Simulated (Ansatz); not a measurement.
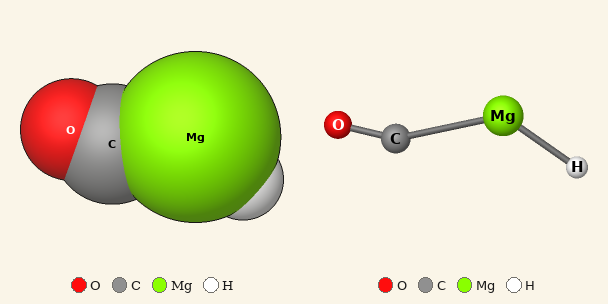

Two views of one molecule.

State: neutral, doublet.

Question: Count the atoms of each element.

Answer: CHMgO, 4 atoms: 1 carbon, 1 hydrogen, 1 magnesium and 1 oxygen.

Question: How many bonds of each kind are drawn?

Answer: 1 C–O, 1 C–Mg, 1 Mg–H.

Question: Give a SMILES string for it.

Answer: O=[C][MgH]

The parts below concern this one geometry. Atoms keep their numbers from picture to picture. The geometry was computed by an optimisation with PBE0-D4/def2-TZVP. No frequency run is at hand to confirm it as a minimum.

## Charges

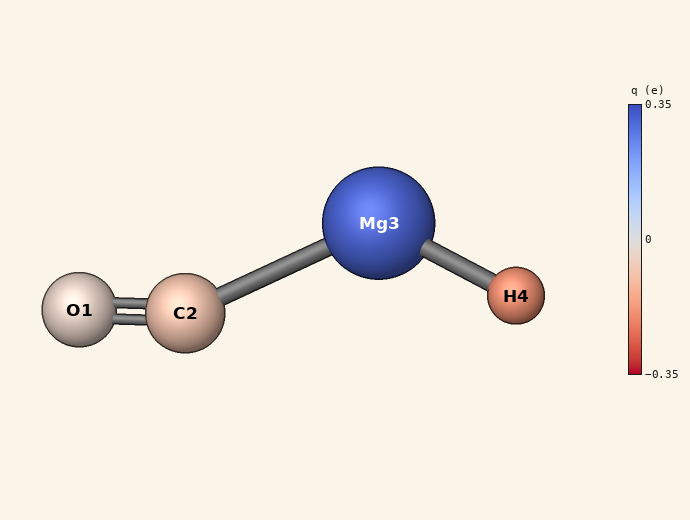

Atoms are coloured by their Mulliken charges. No frequency run is at hand to confirm it as a minimum. Level of theory: UKS PBE0-D4/def2-TZVP (Ansatz 0.2.0).

Give the Mulliken charges atom by atom.

| atom | value (e) |
| --- | --- |
| O1 | −0.04 |
| C2 | −0.08 |
| Mg3 | 0.31 |
| H4 | −0.19 |

## Dipole moment

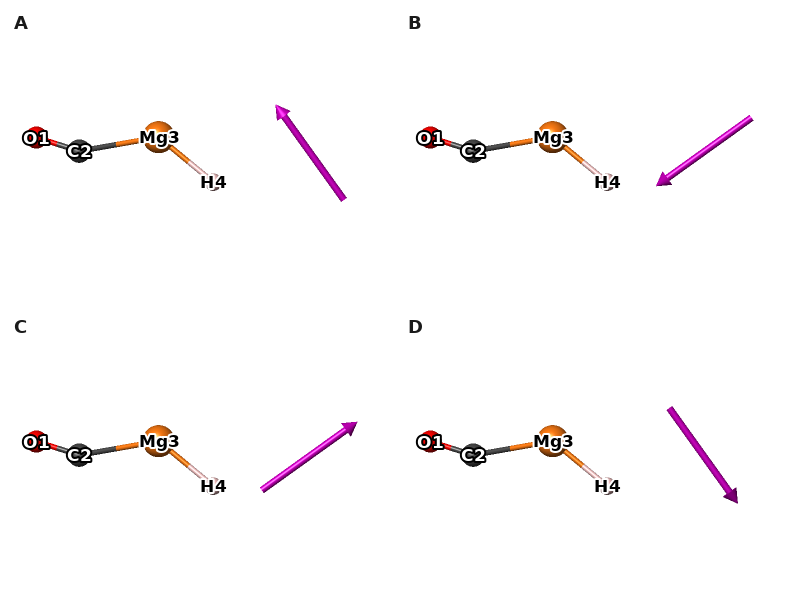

The same molecule four times, each with an arrow. No frequency run is at hand to confirm it as a minimum. Method: UKS PBE0-D4/def2-TZVP (Ansatz 0.2.0).

Question: Which arrow points along the dipole moment, from the negative to the positive end?

Answer: A. The dipole moment is 1.16 D; it points from the side of H4 to the side of O1 (the outermost atoms at the two ends).

## Electronic properties

No frequency run is at hand to confirm it as a minimum. Level of theory: UHF-CCSD(T), frozen core/def2-TZVPP (Ansatz 0.2.0).

What does the calculation give?

- ⟨S²⟩ of the determinant: 0.764
- T1 diagnostic: 0.019

Mulliken values depend strongly on the basis set and can even reverse the polarity of a bond.
